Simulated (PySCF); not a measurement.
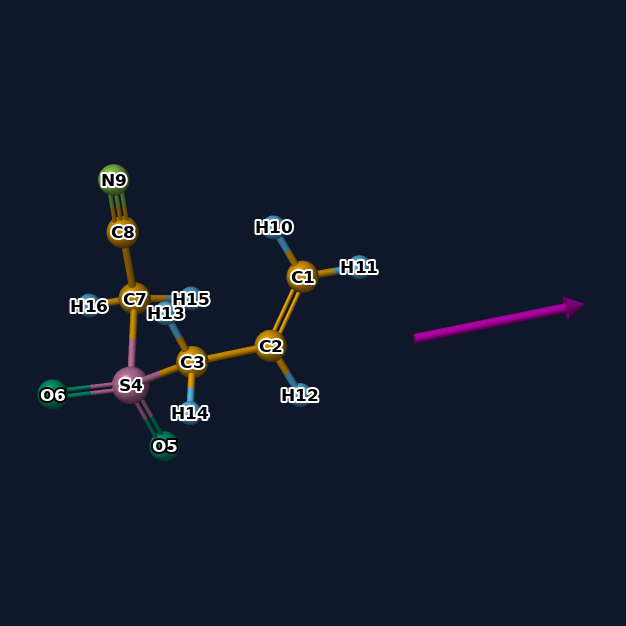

The arrow beside the molecule shows the direction of the dipole moment, from the negative to the positive end (its length means nothing). Geometry: an end point of a reaction path computed with GFN2-xTB. Properties computed with PBE0/pcSseg-1, gas phase (PySCF 2.14.0).

### How large is the dipole moment?

3.30 D; it points from the side of O6 to the side of H11 (the outermost atoms at the two ends).
